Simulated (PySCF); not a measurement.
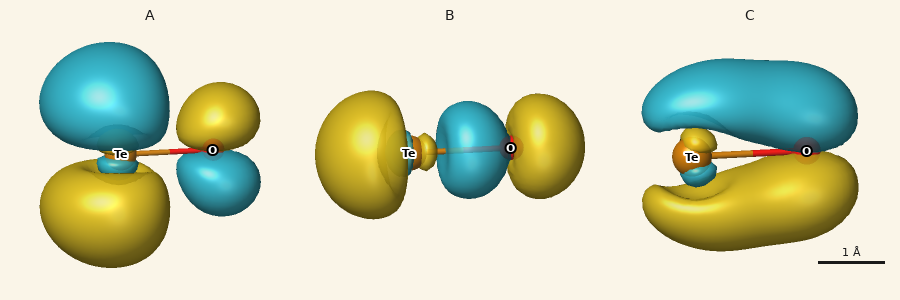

*TeO (triplet). Three frontier β-spin orbitals, each drawn at the value that holds 80 % of its norm (yellow and cyan are the two phases), in no order; of a degenerate pair one member is drawn.*

Core potentials replace the inner electrons of Te.

Method: PBE0/def2-TZVPP, non-relativistic Hamiltonian with scalar-relativistic core potentials where named, at a bond length of 1.816 Å in PySCF.

Label each orbital by symmetry, say whether it is occupied, and order them by energy.

Answer. Orbital B: σ, occupied in this spin, −10.11 eV; shared between the atoms (Te 40 %, O 60 %).
Orbital C: π, occupied in this spin, −8.91 eV; bonding, with no node between the atoms.
Orbital A: π, empty in this spin, −3.48 eV; mainly on Te (70 %).
